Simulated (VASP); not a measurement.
# Sr2ZnSbN with PBEsol: from relaxation to properties, part 2 of 4

What structure does Sr2ZnSbN take at this level, and what are its properties? The cell is invented: it takes the structure of a Materials Project entry for Sr2ZnSb2 (space group 187 there), with some of its atoms replaced by other elements, volume scaled by an estimate. It may not be a known or stable phase.

VASP 6.6.1; PBEsol; plane waves and PAW (Sb, Sr_sv, Zn, N); invented cell.

So far, gap on the k-mesh (eV): step 2 (rough relaxation of the start cell) 0.604. The relaxed cell has a = 4.179, c = 8.252 Å (conventional setting).

**3. Relaxing cell and atoms (PBEsol)**

Properties are meant for the cell that this level of theory prefers, so cell and atoms are relaxed first (ISIF = 3) until forces and stress are small; EDIFFG sets the threshold.

File INCAR:

```
SYSTEM = Sr2ZnSbN
PREC = Accurate
ENCUT = 520
EDIFF = 1E-06
NELM = 100
ISMEAR = 0
SIGMA = 0.05
LREAL = .FALSE.
ALGO = Normal
GGA = PS
NBANDS = 27
LORBIT = 11
LWAVE = .FALSE.
LCHARG = .FALSE.
KPAR = 2
IBRION = 2
NSW = 60
ISIF = 3
EDIFFG = -0.01
```

File POSCAR:

```
Sr2ZnSbN
1.0
    4.1789736896      0.0000000000      0.0000000000
   -2.0894868448      3.6190978591      0.0000000000
    0.0000000000      0.0000000000      8.2521882453
Sb Sr Zn N
1 2 1 1
Direct
    0.0000000000      0.0000000000      0.0000000000
    0.3333333300      0.6666666700      0.6755645872
    0.3333333300      0.6666666700      0.3244354128
    0.6666666700      0.3333333300      0.0000000000
    0.6666666700      0.3333333300      0.5000000000
```

File KPOINTS:

```
Automatic mesh
0
Gamma
7 7 4
0 0 0
```

The projector-augmented-wave data sets are Sb, Sr_sv, Zn and N (PBE family, release 64).

Command:

```sh
mpirun -np 2 vasp_std
```

Log:

```text
[banner, memory and clock lines left out]
running    2 mpi-ranks, on    1 nodes
 distrk:  each k-point on    1 cores,    2 groups
 distr:  one band on    1 cores,    1 groups

 POSCAR found type information on POSCAR SbSrZnN
 POSCAR found :  4 types and       5 ions
 [... a notice as in an earlier step ...]

 LDA part: xc-table for (Slater+PW92), standard interpolation
 POSCAR, INCAR and KPOINTS ok, starting setup
 FFT: planning ... GRIDC
 FFT: planning ... GRID_SOFT
 FFT: planning ... GRID
 WAVECAR not read
 entering main loop
       N       E                     dE             d eps       ncg     rms          rms(c)
DAV:   1     0.327335005632E+03    0.32734E+03   -0.19129E+04  1296   0.152E+03
DAV:   2     0.134198958992E+02   -0.31392E+03   -0.30537E+03  1426   0.364E+02
DAV:   3    -0.227939655819E+02   -0.36214E+02   -0.35808E+02  1772   0.113E+02
DAV:   4    -0.246658217910E+02   -0.18719E+01   -0.18659E+01  1944   0.210E+01
DAV:   5    -0.247390642880E+02   -0.73242E-01   -0.73209E-01  1911   0.375E+00    0.211E+01
DAV:   6    -0.209312154208E+02    0.38078E+01   -0.38457E+01  1705   0.452E+01    0.205E+01
DAV:   7    -0.203362715055E+02    0.59494E+00   -0.62885E+00  1559   0.106E+01    0.115E+01
DAV:   8    -0.201207854425E+02    0.21549E+00   -0.13406E+00  1549   0.701E+00    0.140E+00
DAV:   9    -0.201196659742E+02    0.11195E-02   -0.89227E-02  2007   0.272E+00    0.789E-01
DAV:  10    -0.201194934383E+02    0.17254E-03   -0.69292E-03  1665   0.543E-01    0.380E-01
DAV:  11    -0.201196995391E+02   -0.20610E-03   -0.16819E-03  1709   0.295E-01    0.681E-02
DAV:  12    -0.201196795665E+02    0.19973E-04   -0.48969E-04  2029   0.128E-01    0.330E-02
DAV:  13    -0.201196874055E+02   -0.78390E-05   -0.80719E-05  1648   0.597E-02    0.135E-02
DAV:  14    -0.201196869917E+02    0.41379E-06   -0.24887E-05  1656   0.201E-02    0.718E-03
DAV:  15    -0.201196869554E+02    0.36298E-07   -0.86520E-06  1389   0.117E-02
   1 F= -.20119687E+02 E0= -.20119687E+02  d E =-.201197E+02
 curvature:   0.00 expect dE= 0.000E+00 dE for cont linesearch  0.000E+00
 trial: gam= 0.00000 g(F)=  0.962E-04 g(S)=  0.141E-02 ort = 0.000E+00 (trialstep = 0.100E+01)
 search vector abs. value=  0.151E-02
 bond charge predicted
       N       E                     dE             d eps       ncg     rms          rms(c)
DAV:   1    -0.201284999234E+02   -0.88129E-02   -0.21043E-01  1529   0.421E+00    0.672E-01
DAV:   2    -0.201222643109E+02    0.62356E-02   -0.38861E-02  1684   0.226E+00    0.298E-01
DAV:   3    -0.201207610681E+02    0.15032E-02   -0.93113E-03  1570   0.449E-01    0.233E-01
DAV:   4    -0.201201537142E+02    0.60735E-03   -0.30936E-03  1843   0.216E-01    0.137E-01
DAV:   5    -0.201201235380E+02    0.30176E-04   -0.31809E-04  2357   0.115E-01    0.116E-01
DAV:   6    -0.201201319807E+02   -0.84427E-05   -0.16665E-04  1951   0.666E-02    0.160E-02
DAV:   7    -0.201201308037E+02    0.11770E-05   -0.25957E-05  2165   0.314E-02    0.560E-03
DAV:   8    -0.201201305526E+02    0.25115E-06   -0.12430E-06  1091   0.957E-03
   2 F= -.20120131E+02 E0= -.20120131E+02  d E =-.443597E-03
 trial-energy change:   -0.000444  1 .order   -0.000402   -0.001507    0.000703
 step:   0.7055(harm=  0.6819)  dis= 0.00107  next Energy=   -20.120233 (dE=-0.546E-03)
 bond charge predicted
       N       E                     dE             d eps       ncg     rms          rms(c)
DAV:   1    -0.201209560943E+02   -0.82529E-03   -0.18207E-02  1526   0.125E+00    0.198E-01
DAV:   2    -0.201204196915E+02    0.53640E-03   -0.33202E-03  1689   0.657E-01    0.877E-02
DAV:   3    -0.201202905576E+02    0.12913E-03   -0.80853E-04  1543   0.128E-01    0.702E-02
DAV:   4    -0.201202376644E+02    0.52893E-04   -0.26507E-04  1830   0.622E-02    0.417E-02
DAV:   5    -0.201202332744E+02    0.43900E-05   -0.26913E-05  2337   0.331E-02    0.349E-02
DAV:   6    -0.201202297889E+02    0.34854E-05   -0.15590E-05  1941   0.201E-02    0.472E-03
DAV:   7    -0.201202290953E+02    0.69369E-06   -0.16472E-06  1062   0.885E-03
   3 F= -.20120229E+02 E0= -.20120229E+02  d E =-.542140E-03
 curvature:  -0.34 expect dE=-0.148E-05 dE for cont linesearch -0.362E-06
 trial: gam= 0.00000 g(F)=  0.970E-06 g(S)=  0.340E-05 ort =-0.401E-04 (trialstep = 0.941E+00)
 search vector abs. value=  0.437E-05
 reached required accuracy - stopping structural energy minimisation
```

It took 38 s on 2 MPI ranks of Intel Xeon 6975P-C (Granite Rapids), shared host; peak memory 0.61 GiB; 74 s of CPU time.

Parts of OUTCAR (step 3):

```text
  LATTYP: Found a hexagonal cell.
 ALAT       =     4.1789736896
 C/A-ratio  =     1.9746925581

The static configuration has the point symmetry D_3h.

 Found     24 irreducible k-points:

   k-points           NKPTS =     24   k-points in BZ     NKDIM =     24   number of bands    NBANDS=     27

   dimension x,y,z NGX =    32 NGY =   32 NGZ =   64
   dimension x,y,z NGXF=    64 NGYF=   64 NGZF=  128

   ENCUT  =  520.0 eV  38.22 Ry    6.18 a.u.   7.77  7.77 15.34*2*pi/ulx,y,z

   NELECT =      42.0000    total number of electrons

 E-fermi :   3.4437

 k-point     1 :       0.0000    0.0000    0.0000
  band No.  band energies     occupation
    ...
     17       2.6773      2.00000
     18       2.6773      2.00000
     19       2.7615      2.00000
     20       3.2651      2.00000
     21       3.2651      2.00000
     22       4.3749      0.00000
     23       4.9423      0.00000
     24       6.2169      0.00000
     25       6.2169      0.00000
     26       6.5814      0.00000
    ...

 k-point     2 :       0.1429    0.0000    0.0000
  band No.  band energies     occupation
    ...
     17       1.2177      2.00000
     18       2.3556      2.00000
     19       2.6727      2.00000
     20       2.7964      2.00000
     21       3.0293      2.00000
     22       4.8341      0.00000
     23       5.3549      0.00000
     24       6.5950      0.00000
     25       6.6767      0.00000
     26       6.9590      0.00000
    ...

  Total        0.0105317      0.0105317      0.0114264      0.0000000     -0.0000000      0.0000000
  in kB        0.1356524      0.1356525      0.1471770      0.0000000     -0.0000000      0.0000000
  external PRESSURE =       0.1394940 kB  Pullay stress =       0.0000000 kB

  energy-cutoff  :      520.00
  volume of cell :      124.39
      direct lattice vectors                 reciprocal lattice vectors
     4.171334695  0.000000000  0.000000000     0.239731422  0.138408983 -0.000000000
    -2.085667348  3.612482293 -0.000000000     0.000000000  0.276817966 -0.000000000
     0.000000000  0.000000000  8.254652616     0.000000000  0.000000000  0.121143802

 POSITION                                       TOTAL-FORCE (eV/Angst)
 -----------------------------------------------------------------------------------
      0.00000      0.00000      0.00000         0.000000      0.000000      0.000000
     -0.00000      2.40832      5.57763        -0.000000     -0.000000      0.003171
     -0.00000      2.40832      2.67703        -0.000000     -0.000000     -0.003171
      2.08567      1.20416     -0.00000         0.000000      0.000000      0.000000
      2.08567      1.20416      4.12733         0.000000     -0.000000      0.000000
 -----------------------------------------------------------------------------------
    total drift:                                0.000014     -0.000000      0.000000

  FREE ENERGIE OF THE ION-ELECTRON SYSTEM (eV)
  ---------------------------------------------------
  free  energy   TOTEN  =       -20.1202290953 eV

  energy  without entropy=      -20.1202290936  energy(sigma->0) =      -20.12022909

 total charge
# of ion       s       p       d       tot
------------------------------------------
    1        1.103   1.501   0.034   2.638
    2        2.018   5.728   0.234   7.979
    3        2.018   5.728   0.234   7.979
    4        0.655   0.605   9.736  10.996
    5        1.251   2.203   0.000   3.454
--------------------------------------------------
tot          7.044  15.766  10.237  33.046

[... 2 parts as in an earlier step ...]

[... 7 further parts left out ...]
```

CONTCAR:

```
Sr2ZnSbN
   1.00000000000000
     4.1713346954509438    0.0000000000000000    0.0000000000000000
    -2.0856673477254719    3.6124822934634513   -0.0000000000000000
     0.0000000000000000    0.0000000000000000    8.2546526155063464
  Sb              Sr              Zn              N
     1     2     1     1
Direct
     0.0000000000000000    0.0000000000000000    0.0000000000000000
     0.3333333300000021    0.6666666699999979    0.6756948073312330
     0.3333333300000021    0.6666666699999979    0.3243051926687671
     0.6666666699999979    0.3333333300000021    0.0000000000000000
     0.6666666699999979    0.3333333300000021    0.5000000000000000
```

Relaxation path:

| step | energy less that of the first step (eV) | largest force (eV/Å) | pressure (GPa) | volume (Å³) |
| --- | --- | --- | --- | --- |
| 1 | 0.0000 | 0.0316 | -0.21 | 124.81 |
| 2 | -0.0004 | 0.0084 | 0.11 | 124.21 |
| 3 | -0.0005 | 0.0032 | 0.01 | 124.39 |

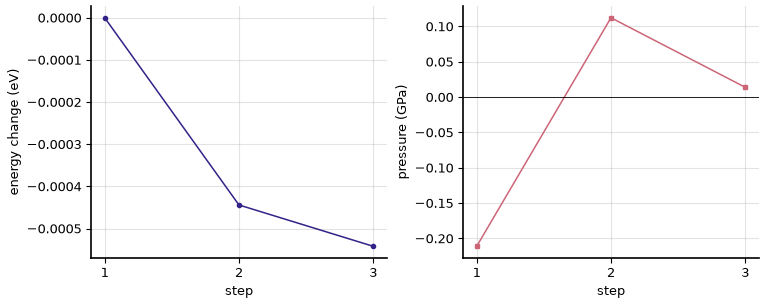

Energy and pressure along the relaxation.

| conventional cell, symmetrised | before | after | change |
| --- | --- | --- | --- |
| a (Å) | 4.179 | 4.171 | -0.2 % |
| b (Å) | 4.179 | 4.171 | -0.2 % |
| c (Å) | 8.252 | 8.255 | +0.0 % |
| volume (Å³/atom) | 24.96 | 24.88 | -0.3 % |

Final coordinates:

```
Sb Sr Zn N
1.0
     4.17133    0.00000    0.00000
    -2.08567    3.61248    0.00000
     0.00000    0.00000    8.25465
Sb Sr Zn N
1 2 1 1
Direct
  0.00000 0.00000 0.00000
  0.33333 0.66667 0.67569
  0.33333 0.66667 0.32431
  0.66667 0.33333 0.00000
  0.66667 0.33333 0.50000
```

This step gave:

* irreducible k-points: 24
* free energy (TOTEN): -20.12 eV
* Fermi energy: 3.444 eV
* pressure: 0.01395 GPa
* conduction bottom at k: 0.2857, 0.2857, 0.5
* least direct gap at k: 0.2857, 0.2857, 0.5
* SCF cycles over all ionic steps: 30
* gap on the k-mesh: 0.3644 eV
* least direct gap on the k-mesh: 0.6935 eV

It ends with a largest force of 0.003 eV/Å and a pressure of 0.01 GPa.

**4. Density, ELF and potential (PBEsol)**

A single point on the relaxed cell gives a clean self-consistent state, with density, ELF and potential written out.

INCAR: that of step 3 with these lines changed.

```diff
@@ -13,7 +13,5 @@
 LWAVE = .FALSE.
-LCHARG = .FALSE.
-KPAR = 2
-IBRION = 2
-NSW = 60
-ISIF = 3
-EDIFFG = -0.01
+LCHARG = .TRUE.
+ISIF = 2
+LELF = .TRUE.
+LVHAR = .TRUE.
```

File POSCAR:

```
Sr2ZnSbN
1.0
    4.1713346955      0.0000000000      0.0000000000
   -2.0856673477      3.6124822935      0.0000000000
    0.0000000000      0.0000000000      8.2546526155
Sb Sr Zn N
1 2 1 1
Direct
    0.0000000000      0.0000000000      0.0000000000
    0.3333333300      0.6666666700      0.6756948073
    0.3333333300      0.6666666700      0.3243051927
    0.6666666700      0.3333333300      0.0000000000
    0.6666666700      0.3333333300      0.5000000000
```

KPOINTS is that of step 3.

Command:

```sh
mpirun -np 2 vasp_std
```

Log:

```text
[banner, memory and clock lines left out]
running    2 mpi-ranks, on    1 nodes
 distrk:  each k-point on    2 cores,    1 groups
 distr:  one band on    1 cores,    2 groups

 POSCAR found type information on POSCAR SbSrZnN
 POSCAR found :  4 types and       5 ions
 [... a notice as in an earlier step ...]

 LDA part: xc-table for (Slater+PW92), standard interpolation
|                                                                             |
|           W    W    AA    RRRRR   N    N  II  N    N   GGGG   !!!           |
|           W    W   A  A   R    R  NN   N  II  NN   N  G    G  !!!           |
|           W    W  A    A  R    R  N N  N  II  N N  N  G       !!!           |
|           W WW W  AAAAAA  RRRRR   N  N N  II  N  N N  G  GGG   !            |
|           WW  WW  A    A  R   R   N   NN  II  N   NN  G    G                |
|           W    W  A    A  R    R  N    N  II  N    N   GGGG   !!!           |
|                                                                             |
|     The number of bands has been changed from the values supplied in        |
|     The orbitals not found in the WAVECAR file will be initialized with     |
|     random numbers, which is usually adequate. For correlated               |
|     calculations, however, you should redo the groundstate calculation.     |
|     I found NBANDS = 27. Now, NBANDS = 28.                                  |
|                                                                             |

 POSCAR, INCAR and KPOINTS ok, starting setup
 FFT: planning ... GRIDC
 FFT: planning ... GRID_SOFT
 FFT: planning ... GRID
 WAVECAR not read
 entering main loop
       N       E                     dE             d eps       ncg     rms          rms(c)
DAV:   1     0.324577371432E+03    0.32458E+03   -0.19113E+04  1344   0.146E+03
DAV:   2     0.134124796052E+02   -0.31116E+03   -0.30091E+03  1444   0.358E+02
DAV:   3    -0.229138299555E+02   -0.36326E+02   -0.36064E+02  1904   0.111E+02
DAV:   4    -0.246786911609E+02   -0.17649E+01   -0.17585E+01  2056   0.201E+01
DAV:   5    -0.247448169080E+02   -0.66126E-01   -0.66096E-01  1948   0.336E+00    0.211E+01
DAV:   6    -0.209191748247E+02    0.38256E+01   -0.36378E+01  1808   0.439E+01    0.204E+01
DAV:   7    -0.203379899686E+02    0.58118E+00   -0.59916E+00  1636   0.102E+01    0.116E+01
DAV:   8    -0.201221764081E+02    0.21581E+00   -0.13482E+00  1596   0.679E+00    0.152E+00
DAV:   9    -0.201202105544E+02    0.19659E-02   -0.92331E-02  2092   0.261E+00    0.835E-01
DAV:  10    -0.201199846794E+02    0.22588E-03   -0.69283E-03  1700   0.522E-01    0.412E-01
DAV:  11    -0.201201926984E+02   -0.20802E-03   -0.18091E-03  1752   0.307E-01    0.704E-02
DAV:  12    -0.201201702181E+02    0.22480E-04   -0.49524E-04  2052   0.127E-01    0.361E-02
DAV:  13    -0.201201783301E+02   -0.81120E-05   -0.71527E-05  1704   0.588E-02    0.150E-02
DAV:  14    -0.201201781698E+02    0.16026E-06   -0.19421E-05  1776   0.201E-02    0.708E-03
DAV:  15    -0.201201781458E+02    0.24032E-07   -0.63235E-06  1480   0.107E-02
   1 F= -.20120178E+02 E0= -.20120178E+02  d E =-.166720E-08
```

Run time: 19 s. Hardware: 2 MPI ranks; peak memory 0.44 GiB.

OUTCAR, selected parts (step 4):

```text
  LATTYP: Found a hexagonal cell.
 ALAT       =     4.1713346955
 C/A-ratio  =     1.9788996132

The static configuration has the point symmetry D_3h.

 Found     24 irreducible k-points:

   k-points           NKPTS =     24   k-points in BZ     NKDIM =     24   number of bands    NBANDS=     28

   ENCUT  =  520.0 eV  38.22 Ry    6.18 a.u.   7.76  7.76 15.35*2*pi/ulx,y,z

   NELECT =      42.0000    total number of electrons

 E-fermi :   3.4435

 k-point     1 :       0.0000    0.0000    0.0000
  band No.  band energies     occupation
    ...
     17       2.6771      2.00000
     18       2.6771      2.00000
     19       2.7611      2.00000
     20       3.2649      2.00000
     21       3.2649      2.00000
     22       4.3748      0.00000
     23       4.9424      0.00000
     24       6.2169      0.00000
     25       6.2169      0.00000
     26       6.5813      0.00000
    ...

 k-point     2 :       0.1429    0.0000    0.0000
  band No.  band energies     occupation
    ...
     17       1.2178      2.00000
     18       2.3556      2.00000
     19       2.6723      2.00000
     20       2.7961      2.00000
     21       3.0288      2.00000
     22       4.8340      0.00000
     23       5.3548      0.00000
     24       6.5950      0.00000
     25       6.6767      0.00000
     26       6.9590      0.00000
    ...

  Total        0.0098061      0.0098061      0.0105348      0.0000000     -0.0000000      0.0000000
  in kB        0.1263069      0.1263069      0.1356930      0.0000000     -0.0000000      0.0000000
  external PRESSURE =       0.1294356 kB  Pullay stress =       0.0000000 kB

  energy-cutoff  :      520.00
  volume of cell :      124.39
      direct lattice vectors                 reciprocal lattice vectors
     4.171334695  0.000000000  0.000000000     0.239731422  0.138408983  0.000000000
    -2.085667348  3.612482293  0.000000000     0.000000000  0.276817966  0.000000000
     0.000000000  0.000000000  8.254652615     0.000000000  0.000000000  0.121143802

 POSITION                                       TOTAL-FORCE (eV/Angst)
 -----------------------------------------------------------------------------------
      0.00000      0.00000      0.00000         0.000000      0.000000      0.000000
     -0.00000      2.40832      5.57763         0.000000     -0.000000      0.003146
     -0.00000      2.40832      2.67703         0.000000     -0.000000     -0.003146
      2.08567      1.20416      0.00000         0.000000      0.000000      0.000000
      2.08567      1.20416      4.12733        -0.000000      0.000000      0.000000
 -----------------------------------------------------------------------------------
    total drift:                                0.000014     -0.000000      0.000000

  FREE ENERGIE OF THE ION-ELECTRON SYSTEM (eV)
  ---------------------------------------------------
  free  energy   TOTEN  =       -20.1201781458 eV

  energy  without entropy=      -20.1201781441  energy(sigma->0) =      -20.12017814

 total charge
# of ion       s       p       d       tot
------------------------------------------
    1        1.103   1.501   0.034   2.638
    2        2.018   5.728   0.233   7.979
    3        2.018   5.728   0.233   7.979
    4        0.655   0.605   9.736  10.996
    5        1.251   2.204   0.000   3.454
--------------------------------------------------
tot          7.044  15.766  10.237  33.047

[... 2 parts as in an earlier step ...]

[... 7 further parts left out ...]
```

This step gave:

```yaml
scf_cycles: 15
bands: 28
fermi_energy: 3.443 eV
pressure: 0.01294 GPa
gap_on_the_k_mesh: 0.3646 eV
least_direct_gap_on_the_k_mesh: 0.6939 eV
```

Valence electrons inside each PAW sphere by angular momentum. Sphere charges, by row:

| atom | s (e) | p (e) | d (e) | tot (e) |
| --- | --- | --- | --- | --- |
| Sb1 | 1.103 | 1.501 | 0.034 | 2.638 |
| Sr2 | 2.018 | 5.728 | 0.233 | 7.979 |
| Sr3 | 2.018 | 5.728 | 0.233 | 7.979 |
| Zn4 | 0.655 | 0.605 | 9.736 | 11 |
| N5 | 1.251 | 2.204 | 0 | 3.454 |

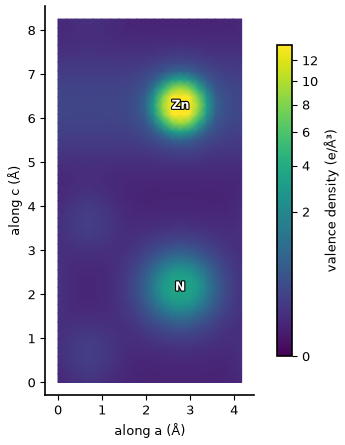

Valence density in the ac plane at fractional y = 0.333, with atoms of Zn and N within 0.2 Å of it. It is the smooth field of the valence electrons, not physical close to the nuclei. The map starts off the cell's origin, so that atoms lie inside it. The colour scale is stretched toward low values.

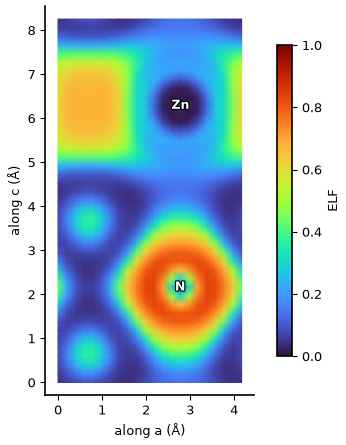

ELF in the ac plane at fractional y = 0.333, with atoms of Zn and N within 0.2 Å of it. It is the smooth field of the valence electrons, not physical close to the nuclei. The map starts off the cell's origin, so that atoms lie inside it.

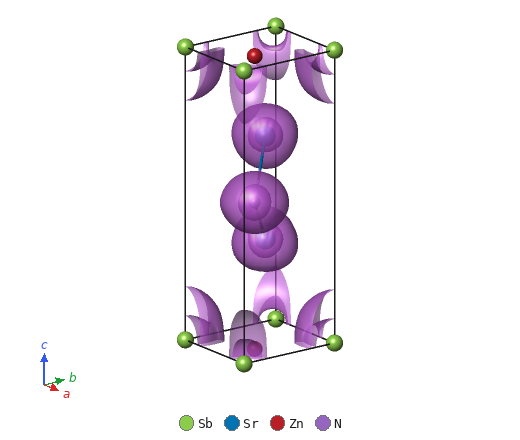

Surface of ELF = 0.77.

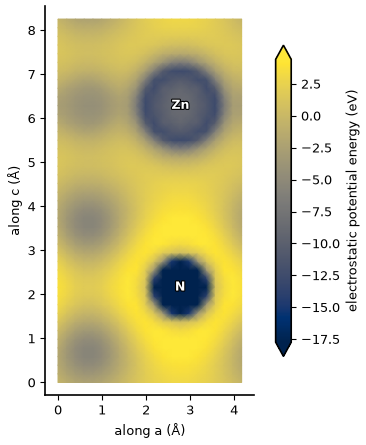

Electrostatic potential energy in the ac plane at fractional y = 0.333, with atoms of Zn and N within 0.2 Å of it. With pseudopotentials it is smooth inside the atoms' cores, unlike the true potential. The map starts off the cell's origin, so that atoms lie inside it.

In this run the pressure is 0.01 GPa, small enough to go on.

(Continued in part 3 of 4.)

[Lines on the potential files, build, host, timing and source positions are cut from VASP's logs without a mark.]

[Logs are printed without paths, hosts, clocks, repeated set-up lines and the standing remarks that a program may print on its own settings, such as how far it seeks lower states.]

[Hosts, paths, dates, database ids (printed as entryN), source tags and the programs' standing remarks are cut or masked in the printed files.]

[A measured line is paired with the nearest computed mode of its activity, which favours agreement.]
